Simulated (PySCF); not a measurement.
H₅LiNSi, charge +1, SMILES `[Li+].[SiH3]N`.

Computed with PySCF, BP86/def2-TZVP, geometry: GFN2-xTB. GFN2-xTB bond lengths at metals and heavier atoms can be off by up to 0.1 Å and shapes distorted, which carries into these values.

The calculation's input:

```python
import numpy as np
from pyscf import gto, scf, dft
from pyscf.scf import atom_ks, atom_hf
from scipy.linalg import block_diag
from pyscf.dispersion import dftd3

def solve(mol, dm0=None, hcore=None):
    mf = (dft.UKS if mol.spin else dft.RKS)(mol, xc='bp86')
    mf.grids.level = 3
    mf = mf.density_fit(auxbasis='def2-universal-jkfit')
    mf.conv_tol, mf.max_cycle = 1e-8, 80
    if hcore is not None:
        mf.get_hcore = lambda *args: hcore
    mf.kernel(dm0)
    if not mf.converged:
        mf = mf.newton().run(mf.mo_coeff, mf.mo_occ, max_cycle=30)
    assert mf.converged, 'SCF not converged'
    return mf

mol = gto.M(atom='''
Li    -2.42616    -0.81477     0.00031
Si     0.85312    -0.12448    -0.00004
N     -0.88355     0.41074    -0.00010
H      0.91601    -0.90195     1.23797
H      0.91588    -0.90273    -1.23756
H      1.69779     1.06629     0.00054
H     -1.00508     1.02485    -0.80450
H     -1.00500     1.02536     0.80388
''', basis='def2-tzvp', charge=1, spin=0, verbose=4)
mol_a = gto.M(atom='''
Li    -2.42616    -0.81477     0.00031
ghost-Si     0.85312    -0.12448    -0.00004
ghost-N     -0.88355     0.41074    -0.00010
ghost-H      0.91601    -0.90195     1.23797
ghost-H      0.91588    -0.90273    -1.23756
ghost-H      1.69779     1.06629     0.00054
ghost-H     -1.00508     1.02485    -0.80450
ghost-H     -1.00500     1.02536     0.80388
''', basis='def2-tzvp', charge=1, spin=0, verbose=4)
mol_b = gto.M(atom='''
ghost-Li    -2.42616    -0.81477     0.00031
Si     0.85312    -0.12448    -0.00004
N     -0.88355     0.41074    -0.00010
H      0.91601    -0.90195     1.23797
H      0.91588    -0.90273    -1.23756
H      1.69779     1.06629     0.00054
H     -1.00508     1.02485    -0.80450
H     -1.00500     1.02536     0.80388
''', basis='def2-tzvp', charge=0, spin=0, verbose=4)
ab, a, b = solve(mol), solve(mol_a), solve(mol_b)
e_int = ab.e_tot - a.e_tot - b.e_tot
print('counterpoise-corrected interaction energy / kcal/mol', e_int * 627.5095)
def disp(atoms, charge):
    m = gto.M(atom=atoms, charge=charge, basis='sto-3g', spin=None, unit='Bohr', verbose=0)
    return dftd3.DFTD3Dispersion(m, xc='bp86', version='d3bj').get_dispersion()['energy']
e_disp = disp(mol._atom, mol.charge) - disp(mol._atom[:1], mol_a.charge) - disp(mol._atom[1:], mol_b.charge)
print('D3(BJ) part / kcal/mol', e_disp * 627.5095)
# spherically averaged free atoms, for the promolecule
atm = atom_ks.get_atm_nrks(mol, xc='bp86')
pro = block_diag(*[(atm[a[0]][2] * atm[a[0]][3]) @ atm[a[0]][2].T for a in mol._atom])
np.savez('result.npz', e_int=e_int, e_disp=e_disp, dm_a=a.make_rdm1(), dm_b=b.make_rdm1(), c=ab.mo_coeff, occ=ab.mo_occ, eps=ab.mo_energy, pro=pro, d=[f.dip_moment(verbose=0) for f in (ab, a, b)])
```

Launched as:

```sh
OMP_NUM_THREADS=1 python input.py
```

The run took 44 s on 1 thread of Intel(R) Xeon(R) Processor @ 2.50GHz (Skylake/Cascade Lake) (shared host), peak memory 0.43 GiB.

Partitions, critical points and surface values were worked out afterwards from this run's density.

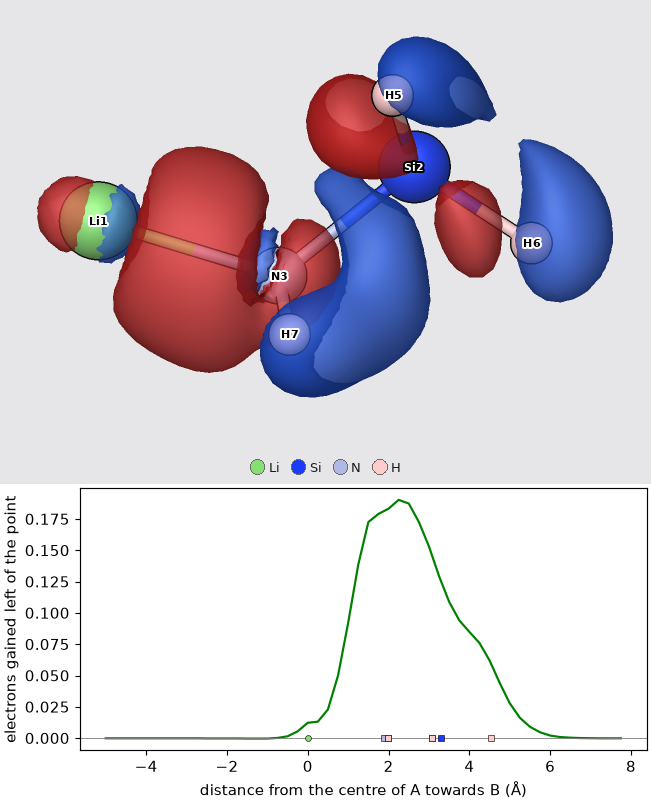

Density of the complex less the densities of the two fragments at the same geometry, ±0.01 e/Å³ (red: gain, blue: loss). Fragment A: Li(+1) (atom 1); fragment B: SiH5N. Below: the charge-displacement curve along the line of centres (A on the left).

How is the density rearranged on binding?

Hirshfeld charges show 0.048 e passing from B to A. By Hirshfeld charges, electrons gather most on N3 (−0.105 e) and leave Si2 most (+0.047 e); 0.30 e is displaced in all.

What is the interaction energy, and which contacts carry it?

The counterpoise-corrected interaction energy of the frozen fragments is −39.0 kcal/mol without dispersion correction and −41.0 kcal/mol with D3(BJ). D3 uses neutral-atom coefficients and tends to overbind metal cations. The pair geometry is semi-empirical, not a minimum at this level. Contacts: Li1···N3, 1.97 Å, ρ = 0.036 a.u. The pose is a local one from a semi-empirical search, not shown to be the most stable.
